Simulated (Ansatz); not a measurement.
**C2H4FNOS: relaxing the structure**

The task is to find a stationary geometry of C2H4FNOS.

The runs use Ansatz 0.2.0, Gaussian basis; RKS PBE0-D4/def2-TZVP.

The runs, in order: relaxation at PBE-D4/def2-SVP; relaxation at PBE0-D4/def2-TZVP.

**1. The starting structure**

SMILES `NC(O)(F)C=S`, 10 atoms, charge 0, spin multiplicity 1.

Atoms are counted from 1 here; the program's logs count them from 0.

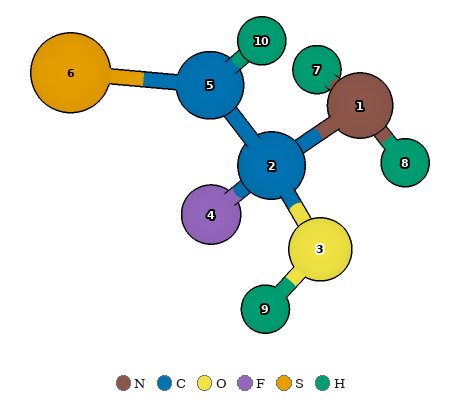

Start geometry, drawn with nitrogen brown, carbon blue, oxygen yellow, fluorine purple, sulfur amber, hydrogen teal; atoms are numbered from 1 in the order of the file.

Coordinates:

```
atom     x (Å)     y (Å)     z (Å)
  N1   0.33840  -1.27830  -0.60580
  C2  -0.11100  -0.10650   0.17480
  O3   0.37400  -0.25190   1.44990
  F4  -1.37680  -0.16180   0.30840
  C5   0.40170   1.16440  -0.49310
  S6  -0.59040   2.48790  -0.86030
  H7  -0.36700  -1.30970  -1.36350
  H8   0.16750  -2.02580  -0.02950
  H9  -0.24250   0.22210   2.06050
 H10   1.48920   1.20840  -0.63860
```

The start is a force-field geometry with small random shifts, so a cheaper pass at PBE-D4/def2-SVP comes first.

**2. Optimising with PBE-D4/def2-SVP (cheap first pass)**

Contents of in.yaml:

```yaml
crystal:
  periodic: [false, false, false]
  atoms:
    - {symbol: N, position_ang: [0.338400, -1.278300, -0.605800]}
    - {symbol: C, position_ang: [-0.111000, -0.106500, 0.174800]}
    - {symbol: O, position_ang: [0.374000, -0.251900, 1.449900]}
    - {symbol: F, position_ang: [-1.376800, -0.161800, 0.308400]}
    - {symbol: C, position_ang: [0.401700, 1.164400, -0.493100]}
    - {symbol: S, position_ang: [-0.590400, 2.487900, -0.860300]}
    - {symbol: H, position_ang: [-0.367000, -1.309700, -1.363500]}
    - {symbol: H, position_ang: [0.167500, -2.025800, -0.029500]}
    - {symbol: H, position_ang: [-0.242500, 0.222100, 2.060500]}
    - {symbol: H, position_ang: [1.489200, 1.208400, -0.638600]}
basis:
  gaussian: {orbitals: def2-SVP}
hamiltonian: {xc: pbe, dispersion: d4}
relax: {f_tol: 0.03, max_steps: 200}
```

The run is started by

```console
> ansatz run in.yaml --threads 4 --pin off --events-out ev --progress --plain --max-ram 10444MiB
```

Standard output, shortened:

```text
Functional definition: PBE
  name "PBE"
  cite "Perdew, Burke & Ernzerhof, Phys. Rev. Lett. 77, 3865 (1996) doi:10.1103/PhysRevLett.77.3865"
  parent pbe
[...]
1216 factors; their error is unknown
[...]
mean field -19203.59626197 eV, -705.7191459624 hartree, gradient 4.4e-5 eV, S^2 0.000000; 0 other end points of the search recorded, 0 dependent functions left out
[...]
reference -19203.59629108 eV, -705.7191470320 hartree; 28, 28 occupied and 80, 80 virtual orbitals, 1216 factors
relax step   1: F+E_penalty+E_count = -19203.81720271 eV  Δ(F+E_penalty+E_count) = +0.000e0 eV  max|allowed force component| = 5.733e0 eV/Å  Δτ_max = 0.0000 Å  (32 SCF iters, accepted)
[...]
relax step   3: F+E_penalty+E_count = -19204.47934742 eV  Δ(F+E_penalty+E_count) = -9.414e-2 eV  max|allowed force component| = 8.773e-1 eV/Å  Δτ_max = 0.1581 Å  (39 SCF iters, accepted)
[...]
relax step   5: F+E_penalty+E_count = -19204.56456359 eV  Δ(F+E_penalty+E_count) = -8.522e-2 eV  max|allowed force component| = 3.350e-1 eV/Å  Δτ_max = 0.0790 Å  (31 SCF iters, accepted)
[...]
relax step   7: F+E_penalty+E_count = -19204.56752619 eV  Δ(F+E_penalty+E_count) = +3.675e-3 eV  max|allowed force component| = 3.679e-1 eV/Å  Δτ_max = 0.0512 Å  (32 SCF iters, rejected (line search))
[...]
relax step   8: F+E_penalty+E_count = -19204.57334832 eV  Δ(F+E_penalty+E_count) = -2.147e-3 eV  max|allowed force component| = 3.400e-2 eV/Å  Δτ_max = 0.0256 Å  (33 SCF iters, accepted)
[...]
relax step   9: F+E_penalty+E_count = -19204.57347299 eV  Δ(F+E_penalty+E_count) = -1.247e-4 eV  max|allowed force component| = 2.123e-2 eV/Å  Δτ_max = 0.0071 Å  (33 SCF iters, accepted)
1216 factors; their error is unknown
[...]
mean field -19204.35095230 eV, -705.7468803203 hartree, gradient 1.9e-5 eV, S^2 0.000000; 1 other end points of the search recorded, 0 dependent functions left out
[...]
reference -19204.35098057 eV, -705.7468813593 hartree; 28, 28 occupied and 80, 80 virtual orbitals, 1216 factors
Total energy: -19204.57350126 eV, -705.7550588440 hartree
Atom 0 at     0.296709    -1.250828    -0.586099 Å, force     0.003498     0.005341     0.021227 eV/Å
Atom 1 at    -0.158291    -0.154651     0.183581 Å, force     0.007306    -0.004910    -0.017931 eV/Å
Atom 2 at     0.385296    -0.286250     1.461576 Å, force    -0.007099     0.016443     0.007123 eV/Å
Atom 3 at    -1.557740    -0.109373     0.306843 Å, force    -0.017243    -0.001810     0.003905 eV/Å
Atom 4 at     0.332082     1.159750    -0.430924 Å, force    -0.003402     0.001765    -0.012092 eV/Å
Atom 5 at    -0.584195     2.427218    -0.864684 Å, force     0.003315    -0.001731     0.007136 eV/Å
Atom 6 at    -0.195836    -1.290821    -1.483795 Å, force     0.001365     0.002679    -0.000150 eV/Å
Atom 7 at     0.145988    -2.127075    -0.070562 Å, force     0.000284    -0.000981    -0.007282 eV/Å
Atom 8 at    -0.020046     0.416983     2.006027 Å, force     0.009319    -0.012918    -0.002536 eV/Å
Atom 9 at     1.439135     1.163847    -0.519162 Å, force     0.002656    -0.003878     0.000600 eV/Å
Dipole moment:     0.071103    -0.258361     0.063930 e Å
```

Wall time 14 s (4 threads of Arm Neoverse V1, shared host).

Relaxation path: (the energy doesn't fall at every step)

```
step  energy from step 1 (eV)  largest force component (eV/Å)
   1                   0.0000                          5.7332
   2                  -0.5680                          2.1968
   3                  -0.6621                          0.8773
   4                  -0.5030                          1.7349
   5                  -0.7474                          0.3350
   6                  -0.7540                          0.1535
   7                  -0.7503                          0.3679
   8                  -0.7561                          0.0340
   9                  -0.7563                          0.0212
```

Distances of close pairs at the start and the end, largest changes first:

```
  bond  before (Å)  after (Å)  change (Å)
 C2–F4       1.274      1.406      +0.132
 C5–S6       1.694      1.623      -0.071
 N1–H8       0.959      1.028      +0.069
 N1–C2       1.478      1.415      -0.063
 C2–O3       1.372      1.395      +0.023
C5–H10       1.098      1.111      +0.012
 O3–H9       0.989      0.977      -0.011
 N1–H7       1.036      1.025      -0.011
```

**3. Optimising with PBE0-D4/def2-TZVP**

Contents of in.yaml:

```yaml
crystal:
  periodic: [false, false, false]
  atoms:
    - {symbol: N, position_ang: [0.296709, -1.250828, -0.586099]}
    - {symbol: C, position_ang: [-0.158291, -0.154651, 0.183581]}
    - {symbol: O, position_ang: [0.385296, -0.286250, 1.461576]}
    - {symbol: F, position_ang: [-1.557740, -0.109373, 0.306843]}
    - {symbol: C, position_ang: [0.332082, 1.159750, -0.430924]}
    - {symbol: S, position_ang: [-0.584195, 2.427218, -0.864684]}
    - {symbol: H, position_ang: [-0.195836, -1.290821, -1.483795]}
    - {symbol: H, position_ang: [0.145988, -2.127075, -0.070562]}
    - {symbol: H, position_ang: [-0.020046, 0.416983, 2.006027]}
    - {symbol: H, position_ang: [1.439135, 1.163847, -0.519162]}
basis:
  gaussian: {orbitals: def2-TZVP}
hamiltonian: {xc: pbe0, dispersion: d4}
relax: {f_tol: 0.005, max_steps: 150}
```

The command is unchanged.

Standard output, shortened:

```text
Functional definition: PBE0
  name "PBE0"
  cite "Adamo & Barone, J. Chem. Phys. 110, 6158 (1999) doi:10.1063/1.478522"
  cite "Perdew, Burke & Ernzerhof, Phys. Rev. Lett. 77, 3865 (1996) doi:10.1103/PhysRevLett.77.3865"
  parent pbe
[...]
1269 factors; their error is unknown
[...]
mean field -19218.87568768 eV, -706.2806545003 hartree, gradient 4.7e-5 eV, S^2 0.000000; 0 other end points of the search recorded, 0 dependent functions left out
[...]
reference -19218.87571348 eV, -706.2806554486 hartree; 28, 28 occupied and 188, 188 virtual orbitals, 1269 factors
relax step   1: F+E_penalty+E_count = -19219.06280727 eV  Δ(F+E_penalty+E_count) = +0.000e0 eV  max|allowed force component| = 8.229e-1 eV/Å  Δτ_max = 0.0000 Å  (31 SCF iters, accepted)
[...]
Atom 0 at     0.274280    -1.228570    -0.586677 Å, force     0.000574    -0.002011    -0.001158 eV/Å
Atom 1 at    -0.156692    -0.144011     0.196482 Å, force    -0.001960     0.001642     0.003818 eV/Å
Atom 2 at     0.394718    -0.297200     1.454143 Å, force    -0.001375     0.000179    -0.001462 eV/Å
Atom 3 at    -1.535886    -0.098688     0.339630 Å, force     0.002020    -0.000078    -0.000460 eV/Å
Atom 4 at     0.327208     1.154930    -0.428646 Å, force    -0.001943     0.000932    -0.000511 eV/Å
Atom 5 at    -0.574831     2.357617    -0.971914 Å, force     0.000742    -0.000946     0.000380 eV/Å
Atom 6 at    -0.198977    -1.246837    -1.479110 Å, force     0.000031     0.000189     0.000338 eV/Å
Atom 7 at     0.135011    -2.100784    -0.091751 Å, force     0.000231     0.000354    -0.000196 eV/Å
Atom 8 at     0.000847     0.366830     2.029999 Å, force     0.000595    -0.000280    -0.000740 eV/Å
Atom 9 at     1.417424     1.185513    -0.459353 Å, force     0.001084     0.000019    -0.000010 eV/Å
Dipole moment:     0.089113    -0.217967     0.065982 e Å
```

It took 56 s on 4 threads of Arm Neoverse V1, shared host; peak memory 0.59 GiB.

Relaxation path:

```
step  energy from step 1 (eV)  largest force component (eV/Å)
   1                   0.0000                          0.8229
   2                  -0.0419                          0.3815
   3                  -0.0481                          0.1565
   4                  -0.0485                          0.1349
   5                  -0.0480                          0.1550
   6                  -0.0498                          0.0127
   7                  -0.0499                          0.0437
   8                  -0.0500                          0.0349
   9                  -0.0501                          0.0151
  10                  -0.0502                          0.0110
  11                  -0.0503                          0.0152
  12                  -0.0503                          0.0263
  13                  -0.0503                          0.0101
  14                  -0.0503                          0.0038
```

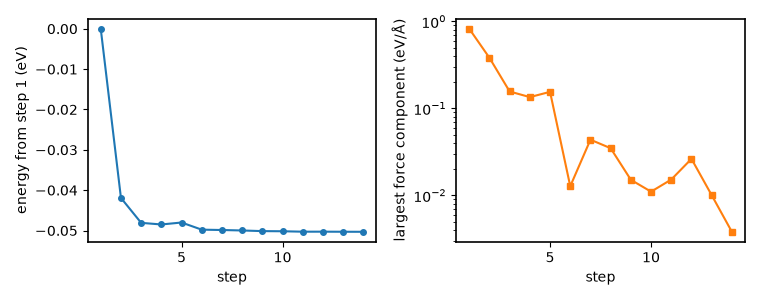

Energy and largest force along the relaxation.

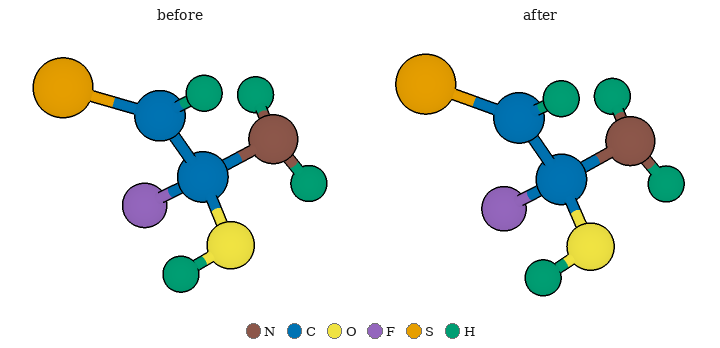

The geometry before (left) and after (right).

Close pairs (by a distance rule), those that changed most:

```
  bond  before (Å)  after (Å)  change (Å)
 C5–S6       1.623      1.599      -0.024
C5–H10       1.111      1.091      -0.019
 C2–F4       1.406      1.387      -0.018
 N1–H8       1.028      1.012      -0.015
 N1–H7       1.025      1.010      -0.014
 O3–H9       0.977      0.963      -0.014
 C2–O3       1.395      1.382      -0.013
 C2–C5       1.532      1.521      -0.011
```

Mulliken charges of the relaxed molecule (report file):

```
atom  value (e)
  N1      -0.48
  C2       0.37
  O3      -0.40
  F4      -0.19
  C5      -0.15
  S6      -0.12
  H7       0.24
  H8       0.24
  H9       0.33
 H10       0.16
```

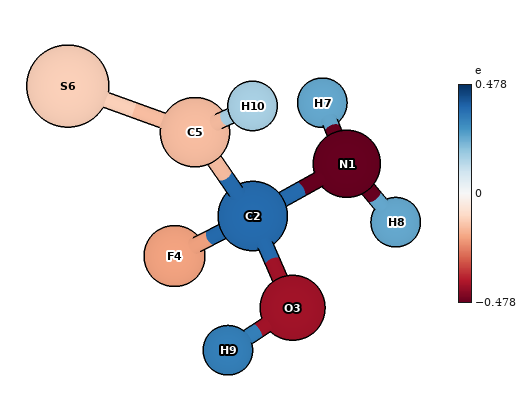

Mulliken charges of the relaxed molecule (report file), as colours on the atoms.

**4. What came out**

```
                  quantity           value
               point group              C1
                     steps          9 + 14
shift from the start (rms)         0.161 Å
              total energy  -19219.1131 eV
           dispersion term        -188 meV
             dipole moment          1.17 D
```

The relaxed geometry lies 0.16 Å (rms) from the start; the bond that changed most is C2–F4, from 1.274 to 1.387 Å. No vibrations were run, so it is not proven to be a minimum. The largest Mulliken charge, -0.48 e, sits on N1.
